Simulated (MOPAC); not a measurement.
# Geometry relaxation, with input and output: TiI$_{4}$ (part 2 of 2)

Continued. System: TiI$_{4}$. Method: PM6-D3H4, closed shell, dispersion D3H4 (MOPAC 23.2.5). The atoms were displaced at random from an optimised geometry.

Geometry of the input (Å):
```
I  -1.2200  0.0163  2.3233
Ti -0.0162  -0.0050  0.0095
I  2.2330  -1.3864  0.1902
I  -1.5744  -1.1159  -1.8020
I  0.5179  2.4771  -0.7192
```

## Trajectory as extended XYZ, continued
```
5
Properties=species:S:1:pos:R:3:forces:R:3 step=2 energy=-2.14185
I    -1.2236    0.0167    2.3412   -0.0028  -0.0056  -0.0035
Ti   -0.0093   -0.0050   -0.0010   -0.0147  -0.0050  -0.0092
I     2.2313   -1.3843    0.1901   -0.0009   0.0059  -0.0029
I    -1.5750   -1.1180   -1.8112    0.0089   0.0042   0.0175
I     0.5196    2.4768   -0.7213    0.0096   0.0005  -0.0019
5
Properties=species:S:1:pos:R:3:forces:R:3 step=3 energy=-2.14187
I    -1.2237    0.0164    2.3404   -0.0043  -0.0053  -0.0008
Ti   -0.0096   -0.0053   -0.0016   -0.0003   0.0033   0.0035
I     2.2312   -1.3842    0.1901   -0.0020   0.0064  -0.0036
I    -1.5748   -1.1178   -1.8100   -0.0024  -0.0036   0.0033
I     0.5198    2.4768   -0.7212    0.0089  -0.0007  -0.0023
5
Properties=species:S:1:pos:R:3:forces:R:3 step=4 energy=-2.14188
I    -1.2239    0.0160    2.3401   -0.0052  -0.0049   0.0016
Ti   -0.0097   -0.0051   -0.0015    0.0006   0.0047   0.0024
I     2.2311   -1.3839    0.1900   -0.0002   0.0053  -0.0032
I    -1.5748   -1.1178   -1.8095   -0.0038  -0.0045   0.0013
I     0.5202    2.4768   -0.7214    0.0087  -0.0006  -0.0021
5
Properties=species:S:1:pos:R:3:forces:R:3 step=5 energy=-2.14194
I    -1.2259    0.0137    2.3392   -0.0068  -0.0023   0.0081
Ti   -0.0100   -0.0038   -0.0008    0.0001   0.0081   0.0010
I     2.2304   -1.3817    0.1887    0.0092  -0.0010  -0.0012
I    -1.5749   -1.1183   -1.8067   -0.0092  -0.0070  -0.0064
I     0.5231    2.4766   -0.7224    0.0067   0.0023  -0.0015
5
Properties=species:S:1:pos:R:3:forces:R:3 step=6 energy=-2.14197
I    -1.2274    0.0121    2.3393   -0.0057  -0.0011   0.0072
Ti   -0.0103   -0.0026   -0.0002   -0.0031   0.0068  -0.0002
I     2.2301   -1.3803    0.1878    0.0117  -0.0028  -0.0003
I    -1.5752   -1.1189   -1.8054   -0.0084  -0.0057  -0.0058
I     0.5253    2.4767   -0.7233    0.0055   0.0029  -0.0009
5
Properties=species:S:1:pos:R:3:forces:R:3 step=7 energy=-2.14198
I    -1.2320    0.0073    2.3400    0.0002   0.0040   0.0012
Ti   -0.0116    0.0012    0.0016   -0.0060  -0.0069  -0.0050
I     2.2299   -1.3764    0.1852    0.0084  -0.0022   0.0022
I    -1.5762   -1.1209   -1.8018   -0.0025   0.0017  -0.0006
I     0.5319    2.4772   -0.7262   -0.0001   0.0033   0.0023
5
Properties=species:S:1:pos:R:3:forces:R:3 step=8 energy=-2.14200
I    -1.2299    0.0096    2.3400   -0.0010   0.0015   0.0007
Ti   -0.0111   -0.0006    0.0007   -0.0035  -0.0014  -0.0017
I     2.2303   -1.3783    0.1865    0.0062  -0.0002   0.0007
I    -1.5759   -1.1201   -1.8038   -0.0037  -0.0007  -0.0011
I     0.5289    2.4772   -0.7249    0.0020   0.0007   0.0014
5
Properties=species:S:1:pos:R:3:forces:R:3 step=9 energy=-2.14200
I    -1.2297    0.0099    2.3401   -0.0007   0.0012  -0.0003
Ti   -0.0112   -0.0008    0.0005   -0.0018  -0.0015  -0.0008
I     2.2304   -1.3785    0.1866    0.0039   0.0011   0.0004
I    -1.5760   -1.1201   -1.8041   -0.0034  -0.0006  -0.0006
I     0.5287    2.4772   -0.7247    0.0019  -0.0002   0.0015
5
Properties=species:S:1:pos:R:3:forces:R:3 step=10 energy=-2.14201
I    -1.2298    0.0103    2.3401    0.0004   0.0007  -0.0027
Ti   -0.0116   -0.0012    0.0002    0.0028  -0.0020   0.0011
I     2.2311   -1.3784    0.1866   -0.0021   0.0041  -0.0003
I    -1.5765   -1.1204   -1.8044   -0.0023   0.0000   0.0003
I     0.5289    2.4772   -0.7242    0.0011  -0.0028   0.0016
5
Properties=species:S:1:pos:R:3:forces:R:3 step=11 energy=-2.14201
I    -1.2300    0.0103    2.3399    0.0004   0.0007  -0.0024
Ti   -0.0117   -0.0013    0.0000    0.0030  -0.0019   0.0010
I     2.2313   -1.3781    0.1866   -0.0022   0.0038  -0.0003
I    -1.5768   -1.1206   -1.8043   -0.0020   0.0002   0.0003
I     0.5293    2.4771   -0.7240    0.0008  -0.0027   0.0014
5
Properties=species:S:1:pos:R:3:forces:R:3 step=12 energy=-2.14202
I    -1.2309    0.0110    2.3385   -0.0008  -0.0003   0.0009
Ti   -0.0122   -0.0026   -0.0009    0.0012   0.0006   0.0004
I     2.2326   -1.3755    0.1859    0.0004  -0.0008   0.0000
I    -1.5791   -1.1219   -1.8037   -0.0004   0.0007  -0.0002
I     0.5315    2.4759   -0.7219   -0.0004  -0.0002  -0.0011
5
Properties=species:S:1:pos:R:3:forces:R:3 step=13 energy=-2.14202
I    -1.2307    0.0107    2.3389   -0.0004   0.0000   0.0001
Ti   -0.0120   -0.0022   -0.0006    0.0006  -0.0001   0.0002
I     2.2322   -1.3760    0.1861    0.0005  -0.0002   0.0000
I    -1.5786   -1.1215   -1.8038   -0.0006   0.0007   0.0001
I     0.5311    2.4762   -0.7225   -0.0001  -0.0004  -0.0005
5
Properties=species:S:1:pos:R:3:forces:R:3 step=14 energy=-2.14202
I    -1.2308    0.0107    2.3389   -0.0003   0.0001   0.0000
Ti   -0.0120   -0.0022   -0.0006    0.0004  -0.0002   0.0001
I     2.2322   -1.3760    0.1861    0.0006  -0.0002   0.0000
I    -1.5785   -1.1215   -1.8037   -0.0006   0.0007   0.0002
I     0.5311    2.4762   -0.7226   -0.0001  -0.0004  -0.0004
5
Properties=species:S:1:pos:R:3:forces:R:3 step=15 energy=-2.14202
I    -1.2309    0.0104    2.3389    0.0001   0.0002  -0.0003
Ti   -0.0119   -0.0022   -0.0004   -0.0007  -0.0004  -0.0002
I     2.2324   -1.3759    0.1861    0.0008  -0.0004   0.0001
I    -1.5786   -1.1212   -1.8037   -0.0002   0.0006   0.0005
I     0.5311    2.4760   -0.7229    0.0000   0.0000  -0.0001
5
Properties=species:S:1:pos:R:3:forces:R:3 step=16 energy=-2.14202
I    -1.2310    0.0104    2.3389    0.0001   0.0001  -0.0003
Ti   -0.0118   -0.0023   -0.0004   -0.0004  -0.0002   0.0000
I     2.2325   -1.3759    0.1862    0.0004  -0.0003   0.0001
I    -1.5787   -1.1210   -1.8036   -0.0002   0.0004   0.0003
I     0.5310    2.4759   -0.7230    0.0001   0.0001  -0.0001
5
Properties=species:S:1:pos:R:3:forces:R:3 step=17 energy=-2.14202
I    -1.2312    0.0103    2.3388    0.0002   0.0001   0.0002
Ti   -0.0117   -0.0025   -0.0002    0.0002   0.0002  -0.0004
I     2.2329   -1.3758    0.1863   -0.0004  -0.0002   0.0000
I    -1.5789   -1.1206   -1.8035   -0.0002  -0.0002   0.0001
I     0.5310    2.4757   -0.7232    0.0002   0.0001   0.0001
5
Properties=species:S:1:pos:R:3:forces:R:3 step=18 energy=-2.14202
I    -1.2311    0.0104    2.3388    0.0001   0.0001  -0.0001
Ti   -0.0118   -0.0024   -0.0003    0.0002  -0.0002   0.0001
I     2.2327   -1.3758    0.1862    0.0000  -0.0001   0.0000
I    -1.5788   -1.1209   -1.8036   -0.0004   0.0002   0.0001
I     0.5310    2.4758   -0.7230    0.0001   0.0001  -0.0001
5
Properties=species:S:1:pos:R:3:forces:R:3 step=19 energy=-2.14202
I    -1.2311    0.0104    2.3388    0.0001   0.0001   0.0000
Ti   -0.0117   -0.0025   -0.0003    0.0001   0.0001  -0.0001
I     2.2328   -1.3758    0.1862   -0.0001  -0.0002   0.0000
I    -1.5789   -1.1208   -1.8036   -0.0003   0.0000   0.0001
I     0.5310    2.4758   -0.7231    0.0001   0.0000   0.0000
5
Properties=species:S:1:pos:R:3:forces:R:3 step=20 energy=-2.14202
I    -1.2311    0.0104    2.3388    0.0001   0.0001   0.0000
Ti   -0.0117   -0.0025   -0.0003    0.0001   0.0000   0.0000
I     2.2328   -1.3758    0.1863   -0.0001  -0.0002   0.0000
I    -1.5789   -1.1208   -1.8036   -0.0003   0.0000   0.0001
I     0.5310    2.4758   -0.7230    0.0001   0.0000  -0.0001
5
Properties=species:S:1:pos:R:3:forces:R:3 step=21 energy=-2.14202
I    -1.2311    0.0104    2.3387    0.0001   0.0000   0.0000
Ti   -0.0117   -0.0026   -0.0004    0.0000   0.0002   0.0002
I     2.2329   -1.3758    0.1863   -0.0002  -0.0002  -0.0001
I    -1.5790   -1.1208   -1.8036   -0.0001   0.0000   0.0001
I     0.5310    2.4758   -0.7230    0.0002   0.0000  -0.0002
5
Properties=species:S:1:pos:R:3:forces:R:3 step=22 energy=-2.14202
I    -1.2311    0.0104    2.3388    0.0001   0.0001   0.0000
Ti   -0.0117   -0.0025   -0.0004    0.0001   0.0000  -0.0001
I     2.2328   -1.3758    0.1863   -0.0001  -0.0002   0.0000
I    -1.5789   -1.1208   -1.8036   -0.0002   0.0001   0.0001
I     0.5310    2.4758   -0.7230    0.0001   0.0000  -0.0001
```

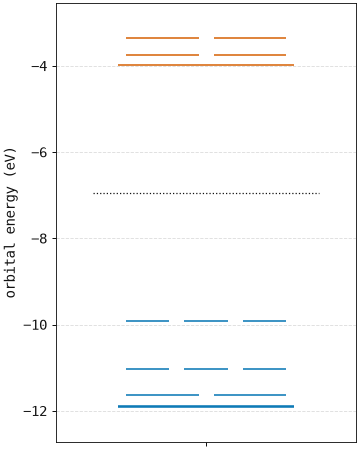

Fig. 1: Orbital energies near the frontier; the dotted line parts filled from empty levels, and levels within 0.02 eV of each other stand side by side. Highest filled −9.91 eV, lowest empty −3.97 eV, 5.94 eV apart.

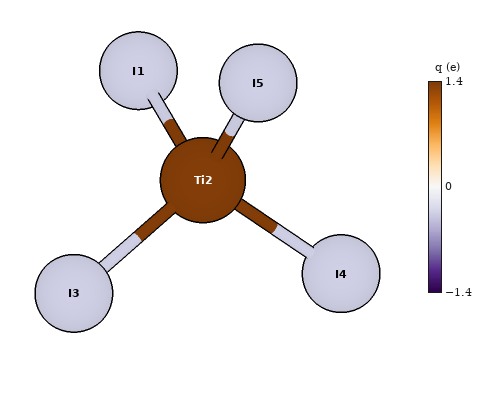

Fig. 2: Mulliken charges, as the colour of each atom (ball-and-stick view, seen at a tilt; atoms are numbered from 1 in the order of the input). By element: I −0.34 and Ti +1.37 e.

## Key numbers

```tsv
quantity	value
outcome	converged
total energy	−39.226124 hartree
dispersion energy	−0.000586 hartree
heat of formation	−49.40 kcal/mol
basis functions	45
largest force	0.000 eV/Å
HOMO	−9.91 eV
LUMO	−3.98 eV
dipole moment	0.00 D
hardware	1 thread of Arm Neoverse V1, 24 GiB of memory available, shared host
peak memory	0.073 GiB
```

MOPAC's energies along a path are heats of formation.
